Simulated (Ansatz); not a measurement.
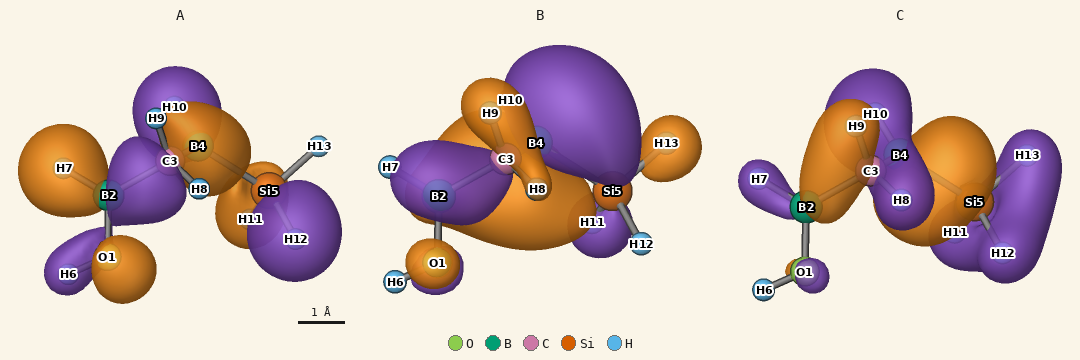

The picture shows: CH₈B₂OSi (SMILES OBCB[SiH3]). Three frontier orbitals at ±0.08 Å⁻³ᐟ² (orange and purple are the two phases), in no order.

Geometry: PBE0-D4/def2-TZVP.

All numbers below come from RKS PBE0-D4/def2-TZVPP (Ansatz).

```xyz
13

O    -1.8398    1.4943    0.5184
B    -0.5028    1.5663    0.7166
C     0.2644    0.2573    1.1351
B     0.9505   -0.2517   -0.1518
Si    0.3109   -1.8255   -1.2383
H    -2.2322    2.3344    0.2688
H     0.0712    2.6104    0.5550
H    -0.4260   -0.4506    1.5972
H     1.0295    0.6035    1.8427
H     1.8960    0.3573   -0.5758
H    -0.0395   -1.3830   -2.6205
H    -0.8737   -2.5226   -0.6637
H     1.4121   -2.8249   -1.3689
```

### Which picture is the HOMO−1, the HOMO and the LUMO?

A is the HOMO−1 (−8.82 eV). Its weight (Hirshfeld) is mainly on C3 (about 20 %), B2 (about 15 %), B4 (about 10 %), H7 (about 10 %), O1 (about 10 %) and Si5 (about 10 %). C is the HOMO (−7.79 eV). By Hirshfeld shares it lies mainly on Si5 (about 30 %), B4 (about 30 %), C3 (about 10 %) and H10 (about 10 %). B is the LUMO (−1.94 eV). By Hirshfeld shares it lies mainly on B4 (about 45 %), Si5 (about 15 %), B2 (about 10 %) and C3 (about 10 %).

### What is the HOMO–LUMO gap?

5.85 eV between the orbital energies.
